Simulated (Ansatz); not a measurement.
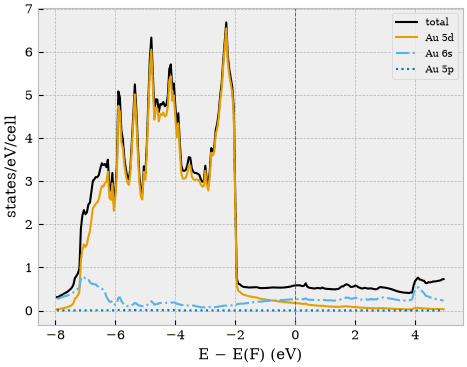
Fig. 1. Total and projected density of states of Au (hcp (Mg type), space group No. 194), the program Ansatz at the r²SCAN level (PAW)

**Question.** Which orbitals carry the states next to the Fermi level?

**Answer.** Within 0.5 eV of the Fermi level: Au 6s 46 %, Au 5d 31 %, outside the projected shells 23 %. Projections are on Löwdin-orthogonalised atomic valence shells; empty p or d shells of many metals are not among them.

**Question.** Where is the tallest occupied peak in this window, and what makes it?

**Answer.** Near -2.3 eV, about 6.7 states/eV per cell; the largest projected share is Au 5d.

Space group P6_3/mmc (hcp (Mg type)). The first step of the workflow began from a Materials Project structure, measured or hypothetical; the Crystallography Open Database files this formula in space group No. 194, but the cells were not matched. It is not the phase usual at ambient conditions (space group No. 225). Symmetry was held in the r²SCAN relaxation; whether a distortion lowers the energy is not shown. Spin–orbit coupling is left out wherever it is not named.

Potentials: the later of the program's two PAW sets.
